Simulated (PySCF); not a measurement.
System: C$_{8}$H$_{12}$O$_{8}$Si (Si(OAc)4).

```yaml
atoms:
  - { symbol: Si, position_ang: [-0.0033, -0.0195, -0.0274] }
  - { symbol: O, position_ang: [-0.1515, 0.1468, 1.6203] }
  - { symbol: C, position_ang: [-1.1823, -0.3560, 2.3390] }
  - { symbol: C, position_ang: [-0.9586, -0.2025, 3.8075] }
  - { symbol: O, position_ang: [-2.1341, -0.8671, 1.8170] }
  - { symbol: H, position_ang: [-1.8473, -0.5302, 4.3574] }
  - { symbol: H, position_ang: [-0.7142, 0.8422, 4.0450] }
  - { symbol: H, position_ang: [-0.0904, -0.8150, 4.0939] }
  - { symbol: O, position_ang: [1.6104, 0.1508, -0.3874] }
  - { symbol: C, position_ang: [2.2378, 1.3488, -0.4514] }
  - { symbol: C, position_ang: [3.6393, 1.2115, -0.9474] }
  - { symbol: O, position_ang: [1.6888, 2.3719, -0.1482] }
  - { symbol: H, position_ang: [4.1502, 2.1789, -0.9003] }
  - { symbol: H, position_ang: [3.6082, 0.8502, -1.9865] }
  - { symbol: H, position_ang: [4.1752, 0.4563, -0.3555] }
  - { symbol: O, position_ang: [-0.9898, 1.1252, -0.7172] }
  - { symbol: C, position_ang: [-0.8058, 1.6391, -1.9571] }
  - { symbol: C, position_ang: [-1.7001, 2.8083, -2.2072] }
  - { symbol: O, position_ang: [0.0012, 1.1872, -2.7208] }
  - { symbol: H, position_ang: [-1.6151, 3.1291, -3.2508] }
  - { symbol: H, position_ang: [-1.3945, 3.6255, -1.5362] }
  - { symbol: H, position_ang: [-2.7390, 2.5514, -1.9581] }
  - { symbol: O, position_ang: [-0.4846, -1.4966, -0.6158] }
  - { symbol: C, position_ang: [-0.2541, -2.6684, 0.0234] }
  - { symbol: C, position_ang: [-1.0072, -3.7950, -0.6032] }
  - { symbol: O, position_ang: [0.4648, -2.7398, 0.9814] }
  - { symbol: H, position_ang: [-0.7299, -4.7420, -0.1283] }
  - { symbol: H, position_ang: [-0.8100, -3.8261, -1.6839] }
  - { symbol: H, position_ang: [-2.0837, -3.6071, -0.4719] }
```

Geometry: PBE0-D3(BJ)/def2-SVP.

Level of theory: PBE0/pcSseg-1, SCF density, gas phase, non-relativistic in PySCF 2.14.0.

What will maps of the electron density and electron localisation function show?

C–O (1.20 Å): ρ at the midpoint is about 3.4 e/Å³; the ELF peaks at about 0.85 between the atoms (a multiple bond).
C–C (1.49 Å): ρ at the midpoint is about 1.8 e/Å³; the ELF peaks at about 0.95 between the atoms; a covalent bond.
Si–O (1.66 Å): ρ at the midpoint is about 1.1 e/Å³; the ELF peaks at about 0.90 between the atoms; a shared but strongly polarised pair.
C–H (1.10 Å): ρ at the midpoint is about 2 e/Å³; the ELF climbs to about 1 towards the hydrogen, as it does in any bond to H (an ordinary covalent bond to hydrogen).

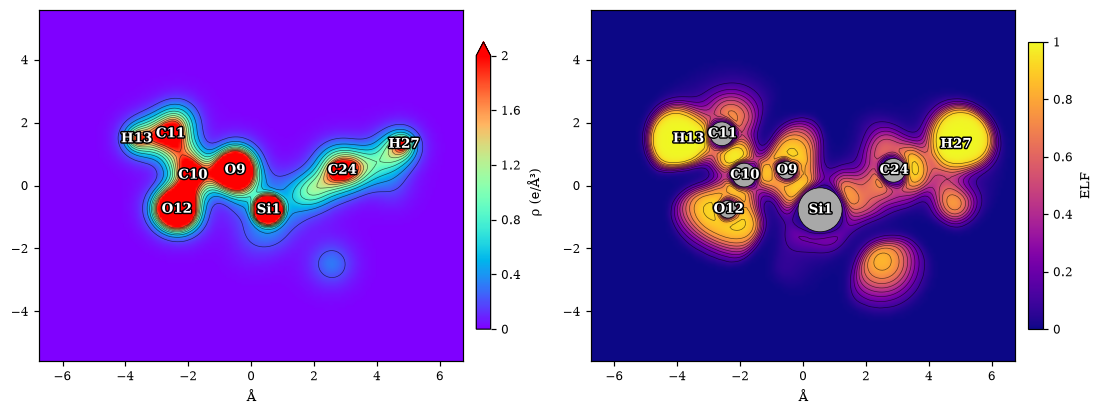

Computed electron density and electron localisation function on the plane of atoms C11, C10 and O12, in this order. Grey discs cover the atomic cores in the ELF map. 
